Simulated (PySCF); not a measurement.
**Si5H12O: geometry, electronic excitations**

Wanted: the electronic excitations of Si5H12O (`[SiH3]O[Si@@H]([SiH3])[SiH2][SiH3]`), by calculation.

The runs use PySCF 2.14.0, with density-fitted response routines of our own; the level of theory stands in each step. All values are computed, except where a source is named. Atoms count from 0, in the outputs and in this text.

## Step 1: The starting structure

18 atoms, charge 0, multiplicity 1; geometry from: GFN2-xTB.

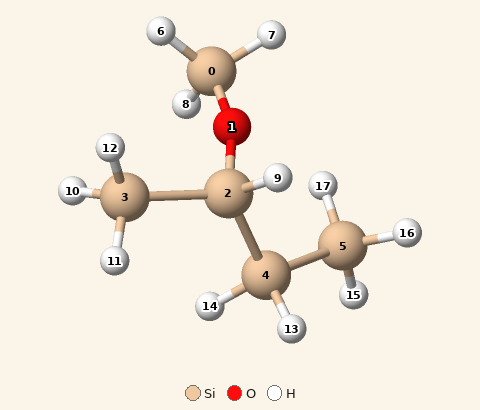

The starting geometry (silicon light orange, oxygen red, hydrogen white), atoms numbered; sticks join atoms by distance.

## Step 2: Geometry optimisation at PBE0-D3(BJ)/def2-SVP

Job settings and geometry (Å):

```
{"job": {"xc": "PBE0", "basis": "def2-SVP", "d3": "d3bj", "grid": 1, "kind": "geom"}, "charge": 0, "multiplicity": 1}
Si    -1.364786     2.174819     0.131539
O     -0.839783     0.748634     0.660797
Si    -0.488545    -0.856547     0.686048
Si    -2.345360    -1.973195    -0.133554
Si     1.580641    -0.995123    -0.359866
Si     3.006333     0.821053    -0.139306
H     -2.826297     2.147631     0.169301
H     -0.794587     3.155654     1.049461
H     -0.876268     2.344268    -1.238556
H     -0.354700    -1.070275     2.144101
H     -2.790574    -1.455398    -1.434961
H     -2.022490    -3.389955    -0.342422
H     -3.541895    -1.952116     0.718959
H      2.244539    -2.228073     0.107293
H      1.376083    -1.277394    -1.797034
H      4.154271     0.813930    -1.055354
H      3.577818     0.917673     1.208670
H      2.296840     2.080733    -0.386772
```

**Question.** This job is followed by: TDDFT PBE0/aug-cc-pVDZ, vertical, gas phase, core orbitals frozen in the response; TDDFT PBE0/6-31+G*, vertical, gas phase, core orbitals frozen in the response. What will the session give for the following? point group; rotational constants (main isotopes); lowest singlet (PBE0/aug-cc-pVDZ); brightest single state of those computed; lowest triplet; range of the lowest singlet.

As calculated:

```
                                quantity                        value
                             point group                           C1
    rotational constants (main isotopes)         1.33, 0.78, 0.55 GHz
       lowest singlet (PBE0/aug-cc-pVDZ)  5.19 eV (239 nm), f = 0.043
brightest single state of those computed  state 2, 6.05 eV, f = 0.186
                          lowest triplet                      4.65 eV
             range of the lowest singlet              5.19 to 5.23 eV
```

**Reading.** Over 12 steps the energy fell by 0.449 eV; of the close pairs, Si0–O1 changed most, 1.609 to 1.662 Å. The first singlet state (HOMO→LUMO 0.96) lies at 5.19 eV and is weak; of the 10 states computed, the strongest absorption comes from state 2 at 6.05 eV. The lowest triplet lies 0.54 eV below the lowest singlet (triplets in Tamm-Dancoff, singlets in full TDDFT). The lowest singlet runs from 5.19 eV (PBE0/aug-cc-pVDZ) to 5.23 eV (PBE0/6-31+G*), while the orbital gap spans 6.35 to 6.40 eV. The lowest state need not be the same one in every run.
